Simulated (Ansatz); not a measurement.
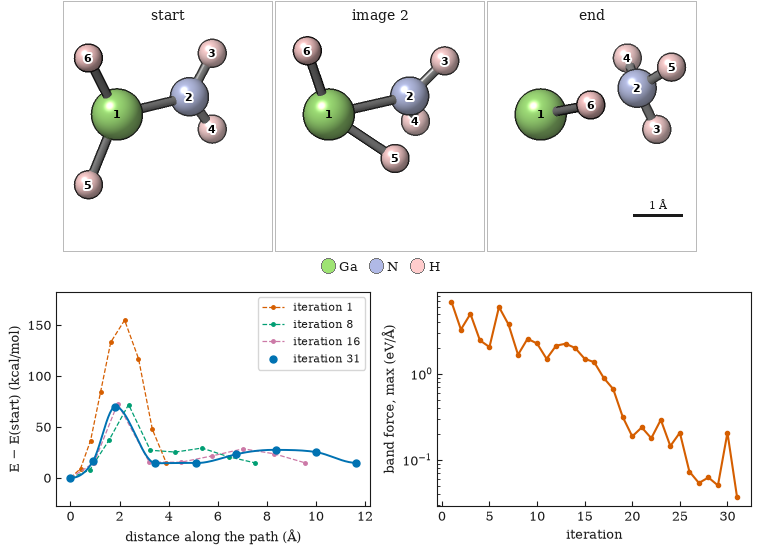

A search for the minimum-energy path of GaNH$_{4}$ by the nudged elastic band. Images are numbered from 0 (start) to 8 (end). The plot follows the band through its iterations. Style: ball-and-stick. Shown at a tilt.

Method: RKS BHLYP/def2-SVP in Ansatz 0.2.0. Run with 7 movable images; climbing image; force threshold 0.05 eV/Å; iteration limit 60; starting path through a guess of the saddle point.

### How did the profile develop, and is the result final?

The run is converged, with reservations. The band converged in 31 iterations. The largest component of the band force went from 6.9 to 0.037 eV/Å. The climbing image converged on the top of the path. Its vibrational analysis gives one imaginary mode (1591i cm⁻¹), as a transition state must have. The first iteration put the highest image at 154.9 kcal/mol. Forward barrier 70.0 kcal/mol, backward barrier 55.2 kcal/mol, with image 2 at the top; the reaction energy is +14.8 kcal/mol.
